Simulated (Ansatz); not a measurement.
# C₂H₆OSn: nudged elastic band (part 2 of 2)

C₂H₆OSn, SMILES [CH3][SnH2][CH]=O; RKS LDA/def2-mTZVP (Ansatz 0.2.0). It belongs to a series of runs on one base structure; here: band between the two ends.

Geometry of the input (Å):
```
C  0.4337  1.4769  0.3039
Sn -0.7534  -0.0802  -0.5176
C  0.3264  -1.8655  0.1978
O  1.3108  -1.7142  0.8776
H  -0.1488  2.1074  0.9887
H  1.2455  0.9858  0.8648
H  0.8695  2.1064  -0.4834
H  -2.3712  -0.0916  0.0670
H  -0.8083  -0.0694  -2.2370
H  -0.0210  -2.9067  -0.0590
```

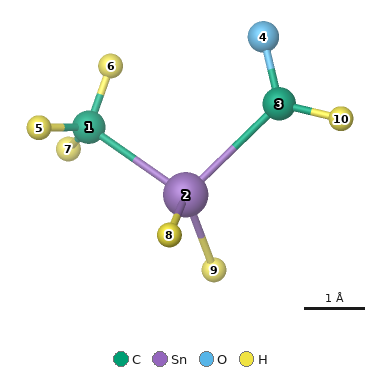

Figure 1. The starting structure (ball-and-stick view, seen at a tilt; atoms are numbered from 1 in the order of the input). Sticks mark near contacts.

## The program's output, continued
```
NEB iter  34: max|band force component| = 3.213e-2 eV/Å  barrier→ = 0.0615 eV  barrier← = 0.0118 eV  CI = image 3  Δτ_max = 0.0058 Å  (229 SCF iters)
the calculation of the forces begins
reference -10005.70999414 eV, -367.7030601708 hartree; 24, 24 occupied and 92, 92 virtual orbitals, 1161 factors
1161 factors; their error is unknown
mean field -10005.70252048 eV, -367.7027855188 hartree, gradient 9.8e-6 eV, S^2 0.000000; 1 other end points of the search recorded, 0 dependent functions left out
the calculation of the forces begins
reference -10005.70256968 eV, -367.7027873271 hartree; 24, 24 occupied and 92, 92 virtual orbitals, 1161 factors
NEB iter  35: max|band force component| = 2.926e-2 eV/Å  barrier→ = 0.0612 eV  barrier← = 0.0116 eV  CI = image 3  Δτ_max = 0.0000 Å  (592 SCF iters)
```

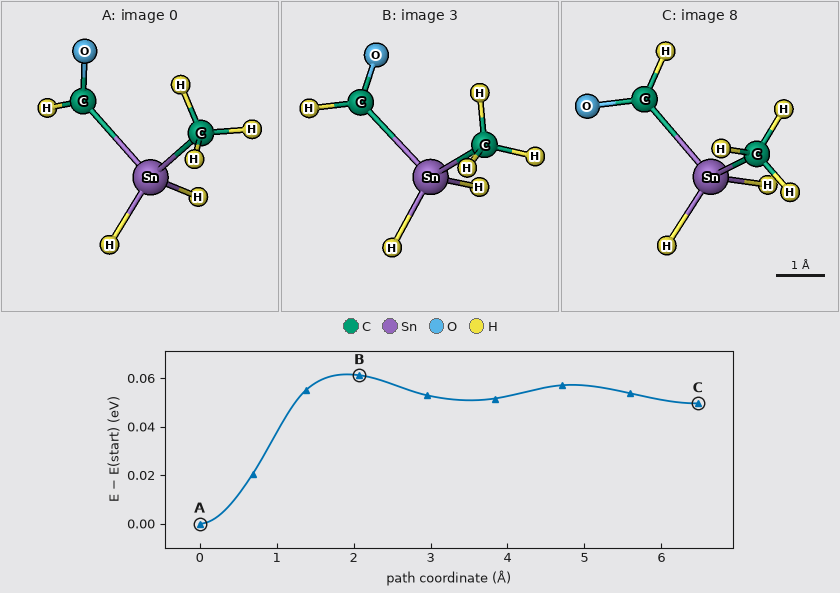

Figure 2. Images of the last band (counted from 0; ball-and-stick, seen at a tilt) above the energy along the path; the line is a cubic interpolation that uses the forces. The highest image is number 3, 0.061 eV above the start and 0.012 eV above the end (the climbing image); the end lies 0.050 eV above the start. The path is 6.47 Å long. The band converged in 35 iterations.

```
Total energy: -10005.70256968 eV, -367.7027873271 hartree
Atom 0 at     0.426540     1.551722     0.308230 Å, force    -0.006725    -0.012561    -0.003092 eV/Å
Atom 1 at    -0.689789    -0.103109    -0.459118 Å, force     0.004811     0.013088     0.013914 eV/Å
Atom 2 at     0.333628    -1.967381     0.129651 Å, force     0.029432    -0.028639     0.020050 eV/Å
Atom 3 at     0.242861    -2.406507     1.248036 Å, force    -0.000491     0.024307    -0.028559 eV/Å
Atom 4 at    -0.257379     2.306920     0.719342 Å, force     0.001581     0.004551    -0.009671 eV/Å
Atom 5 at     1.097422     1.211410     1.109737 Å, force    -0.013021     0.004348     0.002761 eV/Å
Atom 6 at     1.026329     2.008995    -0.490422 Å, force     0.005991    -0.005296     0.006163 eV/Å
Atom 7 at    -2.255715    -0.146929     0.241812 Å, force    -0.000891    -0.001682     0.000478 eV/Å
Atom 8 at    -0.816012    -0.003057    -2.174408 Å, force     0.000284     0.000491     0.001430 eV/Å
Atom 9 at     0.975215    -2.503266    -0.630060 Å, force    -0.020971     0.001394    -0.003473 eV/Å
Dipole moment:     0.121610     0.289828    -0.306964 e Å
this run last wrote the band of iteration 35 to [file]
```

## The last band as extended XYZ (Å, eV, eV/Å)
```
10
Properties=species:S:1:pos:R:3:forces:R:3 image=0 energy=-10005.76374
C     0.4337    1.4769    0.3039    0.0065   0.0015   0.0006
Sn   -0.7534   -0.0802   -0.5176   -0.0017   0.0012  -0.0009
C     0.3264   -1.8655    0.1978   -0.0022   0.0046  -0.0044
O     1.3108   -1.7142    0.8776    0.0003  -0.0023   0.0011
H    -0.1488    2.1074    0.9887    0.0028  -0.0021  -0.0025
H     1.2455    0.9858    0.8648   -0.0063   0.0014  -0.0021
H     0.8695    2.1064   -0.4834   -0.0038  -0.0015   0.0037
H    -2.3712   -0.0916    0.0670    0.0024  -0.0004  -0.0006
H    -0.8083   -0.0694   -2.2370    0.0002   0.0000   0.0021
H    -0.0210   -2.9067   -0.0590    0.0017  -0.0024   0.0031
10
Properties=species:S:1:pos:R:3:forces:R:3 image=1 energy=-10005.74308
C     0.4384    1.5166    0.2826    0.0027  -0.0059  -0.0010
Sn   -0.7160   -0.0934   -0.4938   -0.0025   0.0028  -0.0047
C     0.3246   -1.9134    0.1898    0.0011  -0.0008  -0.0048
O     0.9816   -1.8840    1.1998    0.0332   0.0207  -0.0110
H    -0.1817    2.1881    0.8911   -0.0007   0.0005   0.0000
H     1.2320    1.0928    0.9164   -0.0129  -0.0083   0.0148
H     0.8974    2.0926   -0.5323    0.0047  -0.0033   0.0040
H    -2.3051   -0.1128    0.1633   -0.0029  -0.0006  -0.0068
H    -0.8417   -0.0677   -2.2102    0.0006   0.0010  -0.0038
H     0.2535   -2.8700   -0.4039   -0.0234  -0.0060   0.0133
10
Properties=species:S:1:pos:R:3:forces:R:3 image=2 energy=-10005.70853
C     0.4353    1.5523    0.2871    0.0031  -0.0023  -0.0095
Sn   -0.6791   -0.1020   -0.4737    0.0007   0.0038  -0.0041
C     0.3142   -1.9617    0.1787   -0.0050  -0.0032   0.0007
O     0.5392   -2.1663    1.3444    0.0273   0.0157  -0.0047
H    -0.2033    2.1843    0.9187    0.0053  -0.0029   0.0031
H     1.2782    1.1849    0.8893   -0.0155  -0.0052   0.0244
H     0.8285    2.1565   -0.5417   -0.0011  -0.0005  -0.0038
H    -2.2653   -0.1232    0.1861   -0.0015   0.0045  -0.0036
H    -0.7862   -0.0511   -2.1922    0.0006  -0.0021  -0.0031
H     0.6215   -2.7250   -0.5940   -0.0138  -0.0080   0.0005
10
Properties=species:S:1:pos:R:3:forces:R:3 image=3 energy=-10005.70252
C     0.4265    1.5517    0.3082   -0.0067  -0.0126  -0.0031
Sn   -0.6898   -0.1031   -0.4591    0.0048   0.0131   0.0139
C     0.3336   -1.9674    0.1297    0.0294  -0.0286   0.0200
O     0.2429   -2.4065    1.2480   -0.0005   0.0243  -0.0286
H    -0.2574    2.3069    0.7193    0.0016   0.0046  -0.0097
H     1.0974    1.2114    1.1097   -0.0130   0.0043   0.0028
H     1.0263    2.0090   -0.4904    0.0060  -0.0053   0.0062
H    -2.2557   -0.1469    0.2418   -0.0009  -0.0017   0.0005
H    -0.8160   -0.0031   -2.1744    0.0003   0.0005   0.0014
H     0.9752   -2.5033   -0.6301   -0.0210   0.0014  -0.0035
10
Properties=species:S:1:pos:R:3:forces:R:3 image=4 energy=-10005.71082
C     0.4178    1.5635    0.3112   -0.0002   0.0007   0.0000
Sn   -0.7028   -0.1084   -0.4067    0.0025  -0.0023  -0.0007
C     0.3656   -1.9770    0.0813    0.0006  -0.0062   0.0049
O     0.0280   -2.6844    0.9954    0.0039   0.0043  -0.0061
H    -0.2268    2.4529    0.3527    0.0036   0.0017  -0.0071
H     0.8012    1.3590    1.3205   -0.0070   0.0043   0.0035
H     1.2647    1.7722   -0.3570    0.0026  -0.0034   0.0044
H    -2.2347   -0.1941    0.3600   -0.0010  -0.0006   0.0027
H    -0.8953    0.0243   -2.1138   -0.0007   0.0000   0.0031
H     1.2653   -2.2593   -0.5407   -0.0045   0.0015  -0.0046
10
Properties=species:S:1:pos:R:3:forces:R:3 image=5 energy=-10005.71212
C     0.4044    1.5728    0.3332   -0.0003   0.0008  -0.0028
Sn   -0.7091   -0.1102   -0.3669    0.0004   0.0012   0.0011
C     0.3923   -1.9800    0.0375    0.0021  -0.0098   0.0018
O    -0.1393   -2.9651    0.4797   -0.0005   0.0057   0.0024
H    -0.1439    2.5000    0.1140   -0.0007  -0.0001   0.0002
H     0.5637    1.5061    1.4184   -0.0008   0.0010   0.0005
H     1.3817    1.6208   -0.1678    0.0007  -0.0023   0.0035
H    -2.2363   -0.2340    0.4037   -0.0002  -0.0002  -0.0006
H    -0.9316    0.0325   -2.0683    0.0004   0.0004  -0.0007
H     1.5013   -1.9941   -0.1807   -0.0011   0.0033  -0.0054
10
Properties=species:S:1:pos:R:3:forces:R:3 image=6 energy=-10005.70663
C     0.3860    1.5720    0.3596   -0.0009   0.0017  -0.0018
Sn   -0.6892   -0.1077   -0.4018    0.0011  -0.0004   0.0007
C     0.4014   -1.9772    0.0422    0.0003  -0.0056  -0.0004
O    -0.0634   -3.0663   -0.1724    0.0004   0.0043   0.0015
H    -0.1816    2.4958    0.1782    0.0003  -0.0002  -0.0003
H     0.5473    1.4700    1.4421   -0.0009   0.0009   0.0005
H     1.3625    1.6617   -0.1373    0.0005  -0.0014   0.0020
H    -2.2479   -0.2250    0.3089    0.0001  -0.0001   0.0001
H    -0.8677    0.0130   -2.1067   -0.0002   0.0001   0.0001
H     1.4358   -1.8876    0.4900   -0.0007   0.0007  -0.0023
10
Properties=species:S:1:pos:R:3:forces:R:3 image=7 energy=-10005.70995
C     0.3659    1.5670    0.3936   -0.0007   0.0008  -0.0005
Sn   -0.6639   -0.1034   -0.4482    0.0014  -0.0011   0.0016
C     0.4021   -1.9760    0.0354   -0.0002  -0.0022  -0.0010
O     0.3750   -2.9448   -0.6778    0.0033   0.0031  -0.0027
H    -0.2175    2.4854    0.2369    0.0003   0.0003  -0.0005
H     0.5051    1.4256    1.4751    0.0005   0.0002  -0.0007
H     1.3509    1.6920   -0.0771    0.0003   0.0000  -0.0007
H    -2.2453   -0.1995    0.2233    0.0001   0.0005   0.0012
H    -0.7840    0.0082   -2.1559   -0.0011  -0.0005   0.0003
H     0.9949   -2.0057    0.9977   -0.0040  -0.0009   0.0029
10
Properties=species:S:1:pos:R:3:forces:R:3 image=8 energy=-10005.71412
C     0.3543    1.5564    0.4087    0.0065  -0.0005   0.0073
Sn   -0.6790   -0.1067   -0.4453    0.0061  -0.0045  -0.0053
C     0.4107   -1.9694    0.0174    0.0048  -0.0102   0.0005
O     0.9613   -2.6251   -0.8289   -0.0054   0.0074   0.0037
H    -0.1869    2.4868    0.1865   -0.0040   0.0047  -0.0017
H     0.4254    1.4450    1.4999   -0.0011   0.0004  -0.0027
H     1.3684    1.6287   -0.0081   -0.0015   0.0011  -0.0013
H    -2.2621   -0.1932    0.2286    0.0018  -0.0009  -0.0004
H    -0.7660    0.0258   -2.1534   -0.0025  -0.0007   0.0045
H     0.4570   -2.2995    1.0974   -0.0047   0.0031  -0.0046
```
